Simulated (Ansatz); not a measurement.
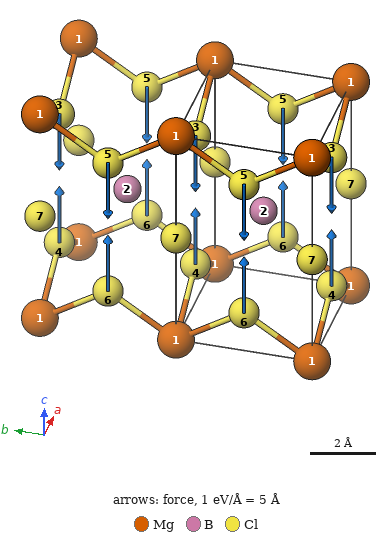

Starting geometry of a crystal of MgBCl₅ (a generated structure, set up in P4/mmm) (coarse preliminary run) with the computed forces as blue arrows. A ball-and-stick model of the cell of the calculation, repeated 1 × 2 × 1 with one cell outlined, seen from a free direction.

Method: DFT PBE, scalar-relativistic, plane waves, PAW (Ansatz). Settings: plane-wave cutoff 420 eV; k-point mesh 4 × 4 × 2; occupations gaussian; smearing width 0.1 eV; no spin polarisation; cell and atoms relaxed; force threshold 0.04 eV/Å; at most 70 steps.

### What follows when this structure is relaxed?

It isn't relaxed: the largest force vector, on Cl atoms, is 0.42 eV/Å. The atoms end up moving mostly along the starting forces (cosine between the two patterns 1.00). The energy falls by 0.159 eV per cell of the calculation in 7 accepted moves (9 points after the start). The largest force component goes from 0.42 to 0.004 eV/Å. The pressure goes from 1.93 to 0.05 GPa. The line search rejected the trial step at point 5 of the run. The SCF was repeated once at an unchanged geometry on a basis and grid sized afresh for the cell, which shifted the energy by 0.4 meV per cell of the calculation at most. The largest moves relative to the cell, 0.14 Å, are those of Cl3, Cl4, Cl5 and Cl6. Cl3 goes along −c. B and Mg stay in place. The drawn cell changes as follows: a = b 4.389 → 4.609 Å (+5.0 %), c 7.600 → 6.911 Å (−9.1 %); the volume changes by +0.2 %. Some distances before and after: Mg1–Cl3 2.609 → 2.708 Å. Bond angles that change, for instance: Mg1–Cl4–Mg1 114.6° → 116.6°. The space group stays P4/mmm (No. 123). The run took 20 s on 1 thread of Intel(R) Xeon(R) 6975P-C (Granite Rapids) (shared host), peak memory 0.44 GiB.

Limits of the set-up: the k-point mesh is coarse for a cell with partly filled bands.
